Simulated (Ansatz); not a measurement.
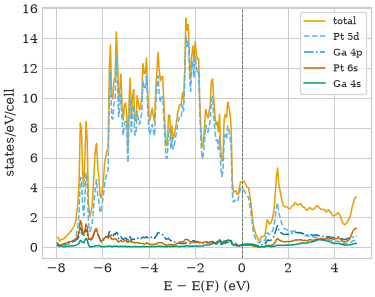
*Total and projected density of states of GaPt3 in space group I4/mcm (No. 140; Ga on 4b, Pt on 8h, Pt on 4a), the program Ansatz at the r²SCAN level (PAW)*

Task: Which orbitals carry the states next to the Fermi level?

Result: Within 0.5 eV of the Fermi level: Pt 5d 84 %. Projections are on Löwdin-orthogonalised atomic valence shells; empty p or d shells of many metals are not among them.

Task: Where is the tallest occupied peak in this window, and what makes it?

Result: Near -2.4 eV, about 15 states/eV per cell; the largest projected share is Pt 5d.

The first step of the workflow began from a Materials Project structure, measured or hypothetical; the Crystallography Open Database copy checked does not list it. COD files the formula under space group No. 127, so this cell is another polymorph or a model. Its standing as an ambient phase is unchecked. Symmetry was held in the r²SCAN relaxation; its stability against distortions is not shown here. The run is not spin-polarised. Scalar-relativistic: spin–orbit coupling is off unless named, which matters more the heavier the elements.

Potentials: the later of the program's two PAW sets.
